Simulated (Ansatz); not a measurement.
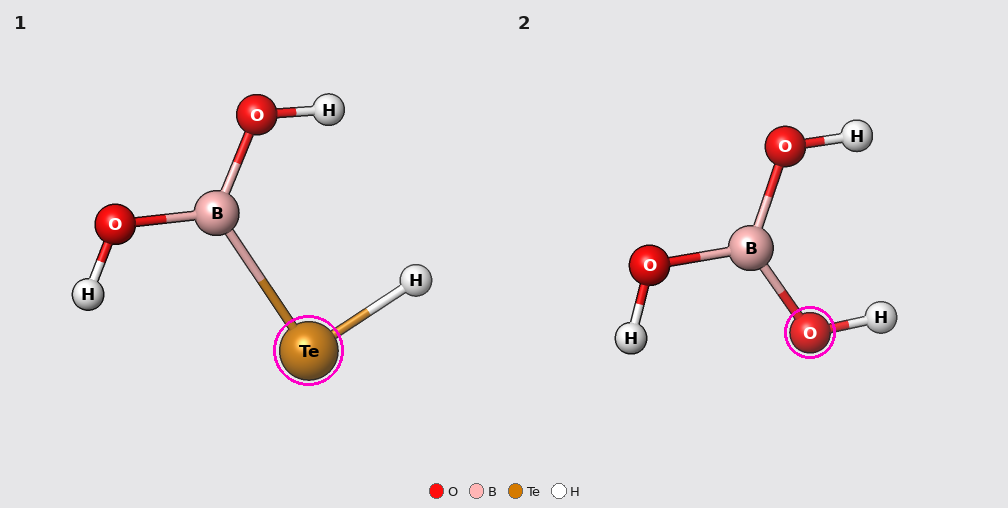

2 molecules with one skeleton, seen from the same side and at one scale; the atom that differs is circled. Charge 0, singlet. Computed geometries: PBE0-D4/def2-TZVP optimisations, one conformation each. Properties computed with Ansatz 0.2.0. Elements past Kr carry core potentials.

One atom differs, called X below: Te in panel 1, O in panel 2. Their formulas are BH3O2Te (`OB(O)[TeH]`), BH3O3 (`OB(O)O`).

In which is the dipole moment larger (PBE-D4/def2-TZVPP)?

Answer. In panel 2 (X = O).

In which is the length of X–H larger (PBE0-D4/def2-TZVP)?

Answer. In panel 1 (X = Te).

Give the values. With PBE0-D4/def2-TZVP: length of X–B (Å), length of X–H (Å), angle B–X–H (°). With revPBE-D4/def2-TZVPP: HOMO energy (Kohn–Sham orbital) (eV), HOMO–LUMO gap (eV). With PBE-D4/def2-TZVPP: dipole moment (D).

| quantity | 1 (Te) | 2 (O) | 2 − 1 |
| --- | --- | --- | --- |
| length of X–B (Å) | 2.206 | 1.376 | −0.830 |
| length of X–H (Å) | 1.657 | 0.957 | −0.700 |
| angle B–X–H (°) | 93.3 | 115.8 | +22.5 |
| HOMO energy (Kohn–Sham orbital) (eV) | −5.56 | −7.36 | −1.80 |
| HOMO–LUMO gap (eV) | 3.98 | 6.72 | +2.74 |
| dipole moment (D) | 1.12 | 2.86 | +1.74 |
